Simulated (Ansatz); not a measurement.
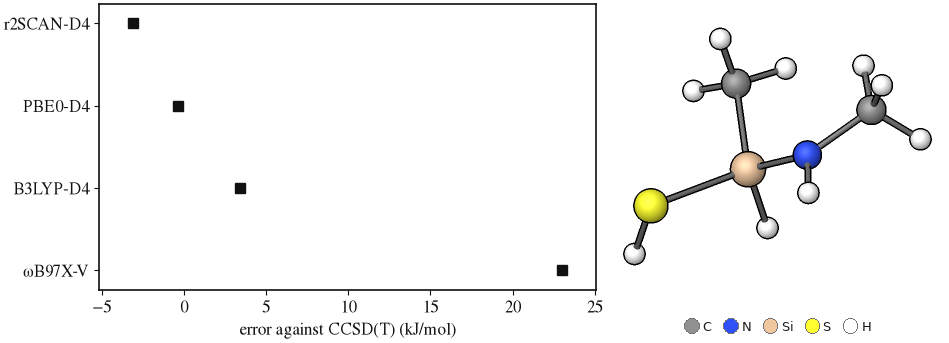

Error in the electronic atomisation energy (method less reference, so positive means overbinding) of C₂H₉NSSi, SMILES CN[Si@H](C)S: functionals in def2-TZVPP against frozen-core CCSD(T) at the limit (MP2 extrapolated from triple and quadruple zeta, plus CCSD(T) less MP2 in a smaller set), which gives 5000.8 kJ/mol, at a PBE0-D4/def2-TZVP geometry (a minimum by its frequencies), no zero-point or spin-orbit term, the Ansatz code. The reference leaves out core correlation, a term that grows with the number of heavy atoms.

What range do the values span?

From −3.1 kJ/mol (r2SCAN-D4) to 23.0 kJ/mol (ωB97X-V).

Give the values.

| level | kJ/mol |
| --- | --- |
| r2SCAN-D4 | −3.1 |
| PBE0-D4 | −0.3 |
| B3LYP-D4 | 3.4 |
| ωB97X-V | 23.0 |

Limits of at least one run: one conformer of a flexible molecule.
